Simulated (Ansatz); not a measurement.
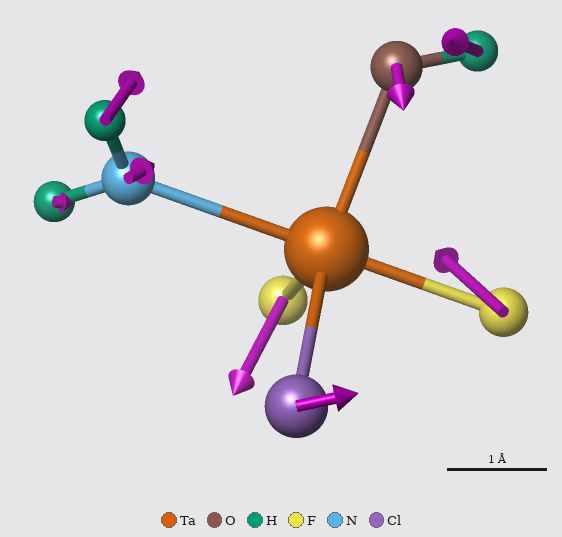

This is a relaxation of TaNH₃OClF₂. The starting structure is drawn; purple arrows show the displacements, at their true length. The two geometries are superimposed by the best rigid fit.

The picture is a ball-and-stick view, seen face on.

The run prepares the start of a later molecular dynamics calculation, from a guessed geometry.

All numbers below come from RHF/def2-SVP in Ansatz. (no spin polarisation; force threshold 0.02 eV/Å; at most 40 steps)

Describe the change and its energy.

Answer. An F atom moves most after the best rigid fit: 1.55 Å. By element the largest moves are F 1.55 Å, H 1.37 Å, Cl 0.65 Å, O 0.60 Å, N 0.49 Å, Ta 0.09 Å. Some distances before and after: N–Ta 2.160 → 1.950 Å, O–Ta 2.020 → 1.871 Å, Cl–Ta 2.470 → 2.350 Å, H–O 1.010 → 0.940 Å. Bond angles that change, for instance: Ta–O–H 109.5° → 176.0°, F–Ta–N 180.0° → 119.2°, O–Ta–F 120.0° → 176.0°. After 17 geometry steps the energy has fallen by 1.830 eV. The largest force component goes from 3.2 to 0.0091 eV/Å.

Limits of the set-up: Hartree-Fock leaves out electron correlation.
